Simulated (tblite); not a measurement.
# C5H7ClSSi: the cost of one run

Programs: tblite 0.8.0 and PySCF 2.14.0, with density-fitted response routines of our own. Each step states its level of theory. These are calculated values for one molecule in the gas phase, unless marked as measured. Atoms are numbered from 0 throughout.

### Step 1. The starting structure

15 atoms, charge 0, multiplicity 1; geometry from: force field or distance geometry start.

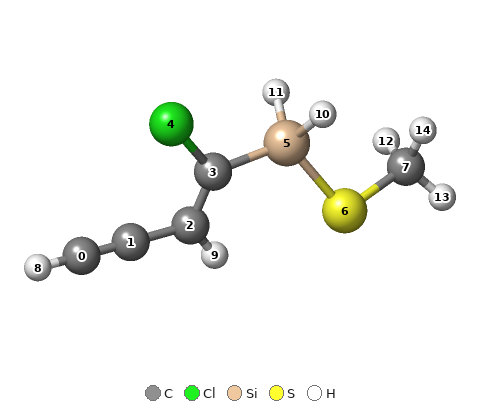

The starting geometry (carbon grey, chlorine green, silicon light orange, sulfur yellow, hydrogen white), atoms numbered.

### Step 2. Geometry optimisation with GFN2-xTB

Job settings and geometry (Å):

```
{"job": {"kind": "relax", "xc": "GFN2-xTB", "basis": "xTB"}, "charge": 0, "multiplicity": 1}
C     -4.440900    -0.060900     0.327400
C     -3.266000    -0.095500     0.081900
C     -1.841700    -0.150600    -0.206700
C     -1.020300    -0.219200     0.834800
Cl    -1.675600    -0.270300     2.496100
Si     0.785300    -0.296800     0.671800
S      1.476600    -0.785600    -1.288700
C      3.273700    -0.388400    -1.264100
H     -5.479600    -0.013100     0.548100
H     -1.474400    -0.121300    -1.221500
H      1.406400    -1.275800     1.591600
H      1.351000     1.015700     1.090800
H      3.405200     0.706000    -1.178400
H      3.765900    -0.741400    -2.178700
H      3.730200    -0.800400    -0.326500
```

Command:

```
$ OMP_NUM_THREADS=1 python probes_run.py task.json out
```

The driver reads the jobs from task.json and runs them one after another.

Q: Estimate the wall time and peak memory of this first job on 1 thread of Intel Xeon at 2.70GHz, shared host.

About 1.7 s, with a peak of 0.18 GiB.
